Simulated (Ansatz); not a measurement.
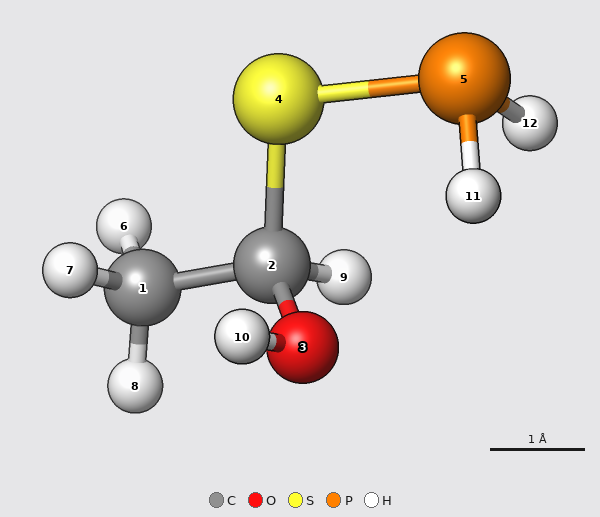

The structure as given in the input (ball-and-stick view, seen at a tilt; atoms are numbered from 1 in the order of the input). Bond lengths as drawn: C–C 1.52 Å, C–H 1.10 Å, C–O 1.39 Å, C–S 1.86 Å, H–O 0.97 Å, H–P 1.43 Å and P–S 2.12 Å.

## Nudged elastic band, with input and output: C$_{2}$H$_{7}$OPS (part 1 of 2)

- system: C$_{2}$H$_{7}$OPS, SMILES CC(O)SP
- method: RKS PBE0/def2-SVP (Ansatz 0.2.0)

The run did not end well. One setting was made poor on purpose. It belongs to a series of runs on one base structure; here: band between the two ends.

### The input
```yaml
crystal:
  periodic: [false, false, false]
  atoms:
    - { symbol: C, position_ang: [-1.680784, 0.487444, -0.222884] }
    - { symbol: C, position_ang: [-0.265711, -0.058411, -0.248447] }
    - { symbol: O, position_ang: [-0.18013, -1.36848, 0.198917] }
    - { symbol: S, position_ang: [0.791267, 1.106442, 0.736177] }
    - { symbol: P, position_ang: [2.732552, 0.27333, 0.556261] }
    - { symbol: H, position_ang: [-1.730272, 1.495409, -0.65911] }
    - { symbol: H, position_ang: [-2.059101, 0.543817, 0.810927] }
    - { symbol: H, position_ang: [-2.337885, -0.182201, -0.797758] }
    - { symbol: H, position_ang: [0.132633, -0.058732, -1.275166] }
    - { symbol: H, position_ang: [-0.497358, -1.389571, 1.1114] }
    - { symbol: H, position_ang: [2.359983, -1.098604, 0.695805] }
    - { symbol: H, position_ang: [2.811906, 0.194456, -0.872023] }
basis:
  gaussian: { orbitals: def2-SVP }
hamiltonian:
  xc: pbe0
neb:
  order_check: false
  images: 5
  f_tol: 0.05
  max_iterations: 3
  final_atoms:
    - { symbol: C, position_ang: [-1.74772945, 0.5663098, -0.2086049] }
    - { symbol: C, position_ang: [-0.35930033, -0.02930027, -0.19212017] }
    - { symbol: O, position_ang: [-0.41568175, -1.26048248, 0.43320096] }
    - { symbol: S, position_ang: [0.7560697, 1.19550296, 0.66636889] }
    - { symbol: P, position_ang: [2.65971948, 0.29380571, 0.56348792] }
    - { symbol: H, position_ang: [-1.75322456, 1.54639488, -0.70498869] }
    - { symbol: H, position_ang: [-2.11908698, 0.67987507, 0.82037052] }
    - { symbol: H, position_ang: [-2.42488197, -0.11309078, -0.74704222] }
    - { symbol: H, position_ang: [0.04460527, -0.1081872, -1.22039403] }
    - { symbol: H, position_ang: [0.4488669, -1.68266934, 0.36665038] }
    - { symbol: H, position_ang: [2.34057177, -1.01289738, 1.06361703] }
    - { symbol: H, position_ang: [2.6471719, -0.13036196, -0.8064467] }
  initial_path:
    images:
      - { positions_ang: [[-1.680784, 0.487444, -0.222884], [-0.265711, -0.058411, -0.248447], [-0.18013, -1.36848, 0.198917], [0.791267, 1.106442, 0.736177], [2.732552, 0.27333, 0.556261], [-1.730272, 1.495409, -0.65911], [-2.059101, 0.543817, 0.810927], [-2.337885, -0.182201, -0.797758], [0.132633, -0.058732, -1.275166], [-0.497358, -1.389571, 1.1114], [2.359983, -1.098604, 0.695805], [2.811906, 0.194456, -0.872023]] }
      - { positions_ang: [[-1.65509464, 0.4653008, -0.1991674], [-0.25170245, -0.05361965, -0.22901289], [-0.18745755, -1.3485975, 0.27769522], [0.8410835, 1.11739339, 0.71261746], [2.76572217, 0.30390938, 0.52707395], [-1.73812772, 1.48019366, -0.6612868], [-2.04243886, 0.54524875, 0.82752507], [-2.31565565, -0.19887143, -0.76173639], [0.12823252, -0.08590736, -1.24506735], [-0.72260326, -1.4279567, 0.95468797], [2.41917359, -1.06224504, 0.71450768], [2.83596835, 0.2100507, -0.88373753]] }
      - { positions_ang: [[-1.62940528, 0.4431576, -0.17545079], [-0.23769391, -0.0488283, -0.20957877], [-0.1947851, -1.328715, 0.35647343], [0.89089999, 1.12834478, 0.68905792], [2.79889235, 0.33448876, 0.49788691], [-1.74598345, 1.46497832, -0.6634636], [-2.02577671, 0.5466805, 0.84412314], [-2.29342629, -0.21554186, -0.72571478], [0.12383204, -0.11308273, -1.21496869], [-0.94784851, -1.4663424, 0.79797594], [2.47836418, -1.02588608, 0.73321036], [2.86003069, 0.2256454, -0.89545206]] }
      - { positions_ang: [[-1.60371592, 0.4210144, -0.15173419], [-0.22368536, -0.04403694, -0.19014466], [-0.20211265, -1.30883249, 0.43525165], [0.94071649, 1.13929617, 0.66549839], [2.83206252, 0.36506813, 0.46869986], [-1.75383917, 1.44976298, -0.6656404], [-2.00911457, 0.54811225, 0.8607212], [-2.27119694, -0.23221229, -0.68969317], [0.11943155, -0.14025809, -1.18487004], [-1.17309377, -1.5047281, 0.6412639], [2.53755477, -0.98952712, 0.75191304], [2.88409304, 0.24124009, -0.90716659]] }
      - { positions_ang: [[-1.65172043, 0.4694462, -0.17069109], [-0.26889035, -0.03912472, -0.19080317], [-0.27330235, -1.29271582, 0.43456809], [0.87916756, 1.15803177, 0.66578855], [2.77461484, 0.34131399, 0.50029588], [-1.7536343, 1.48197361, -0.67875649], [-2.04577204, 0.59203319, 0.84727098], [-2.32242528, -0.19250512, -0.70880952], [0.09448946, -0.12956779, -1.19671137], [-0.63244021, -1.56404184, 0.54972606], [2.47189377, -0.99731721, 0.85581437], [2.80511933, 0.11737274, -0.87359329]] }
      - { positions_ang: [[-1.69972494, 0.517878, -0.18964799], [-0.31409534, -0.03421249, -0.19146167], [-0.34449205, -1.27659915, 0.43388453], [0.81761863, 1.17676736, 0.66607872], [2.71716716, 0.31755985, 0.5318919], [-1.75342943, 1.51418424, -0.69187259], [-2.08242951, 0.63595413, 0.83382075], [-2.37365362, -0.15279795, -0.72792587], [0.06954737, -0.11887749, -1.2085527], [-0.09178666, -1.62335559, 0.45818822], [2.40623277, -1.0051073, 0.9597157], [2.72614562, -0.00649461, -0.84002]] }
      - { positions_ang: [[-1.74772945, 0.5663098, -0.2086049], [-0.35930033, -0.02930027, -0.19212017], [-0.41568175, -1.26048248, 0.43320096], [0.7560697, 1.19550296, 0.66636889], [2.65971948, 0.29380571, 0.56348792], [-1.75322456, 1.54639488, -0.70498869], [-2.11908698, 0.67987507, 0.82037052], [-2.42488197, -0.11309078, -0.74704222], [0.04460527, -0.1081872, -1.22039403], [0.4488669, -1.68266934, 0.36665038], [2.34057177, -1.01289738, 1.06361703], [2.6471719, -0.13036196, -0.8064467]] }
```

Machine: 2 threads of Arm Neoverse V1, 24 GiB of memory available, shared host.

Launch command:
```bash
ansatz run input.yaml --threads 2 --pin off --max-ram 3072MiB --backend cpu --events-out ev --progress --plain --runs-dir out
```

### What the program printed
```
Engine: ansatz 0.2.0, aarch64-unknown-linux-gnu
Functional definition: PBE0
  parameter a = 0.25
  parameter kappa = 0.804
  parameter beta = 0.06672455060314922
  exchange = (1 - a)*pbe_x(kappa = kappa, mu = beta*pi^2/3) + a*exact_x
  correlation = pbe_c(beta = beta)
1212 factors; integrals over basis functions are off by at most 3.1e-4 eV
mean field evaluation 1: about -24332.9105 eV, gradient 4.8e1 eV
mean field evaluation 2: about -24329.6594 eV, gradient 6.2e1 eV
mean field evaluation 4: about -24337.8408 eV, gradient 2.3e0 eV
mean field evaluation 8: about -24337.8874 eV, gradient 1.9e-1 eV
mean field evaluation 16: about -24337.8874 eV, gradient 2.4e-5 eV
mean field -24337.88744827 eV, -894.4008669111 hartree, gradient 2.4e-5 eV, S^2 0.000000; 0 other end points of the search recorded, 0 dependent functions left out
the calculation of the forces begins
reference -24337.88747336 eV, -894.4008678335 hartree; 29, 29 occupied and 84, 84 virtual orbitals, 1212 factors
1212 factors; integrals over basis functions are off by at most 3.4e-4 eV
mean field evaluation 32: about -24337.8079 eV, gradient 2.9e-5 eV
mean field -24337.80791336 eV, -894.3979440573 hartree, gradient 2.8e-5 eV, S^2 0.000000; 0 other end points of the search recorded, 0 dependent functions left out
[... from here on the field's lines of each further geometry are left out, up to the last ...]
NEB iter   1: max|band force component| = 2.292e2 eV/Å  barrier→ = 38.0759 eV  barrier← = 37.9964 eV  Δτ_max = 0.2000 Å  (189 SCF iters)
NEB iter   2: max|band force component| = 3.483e1 eV/Å  barrier→ = 6.3869 eV  barrier← = 6.3074 eV  Δτ_max = 0.2000 Å  (148 SCF iters)
the calculation of the forces begins
reference -24334.44854667 eV, -894.2744896084 hartree; 29, 29 occupied and 84, 84 virtual orbitals, 1212 factors
these checks for a lower state are left out or cut short: starts, cluster_reference, orbital_swaps, neighbouring_geometries, increment
1212 factors; integrals over basis functions are off by at most 2.8e-4 eV
mean field -24335.80411134 eV, -894.3243056912 hartree, gradient 1.9e-5 eV, S^2 0.000000; 0 other end points of the search recorded, 0 dependent functions left out
the calculation of the forces begins
reference -24335.80413619 eV, -894.3243066045 hartree; 29, 29 occupied and 84, 84 virtual orbitals, 1212 factors
NEB iter   3: max|band force component| = 2.561e1 eV/Å  barrier→ = 3.4389 eV  barrier← = 3.3594 eV  Δτ_max = 0.1998 Å  (139 SCF iters)
```

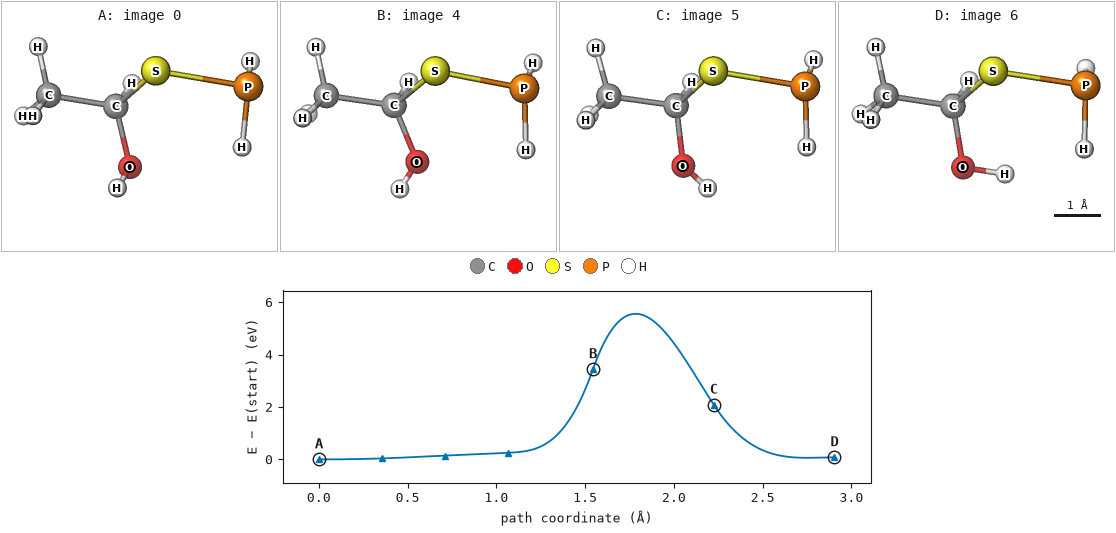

Images of the last band (counted from 0; ball-and-stick, seen at a tilt) above the energy along the path; the line is a cubic interpolation that uses the forces. The highest image is number 4, 3.439 eV above the start and 3.359 eV above the end; the end lies 0.080 eV above the start. The path is 2.90 Å long. The band had not converged after 3 iterations.
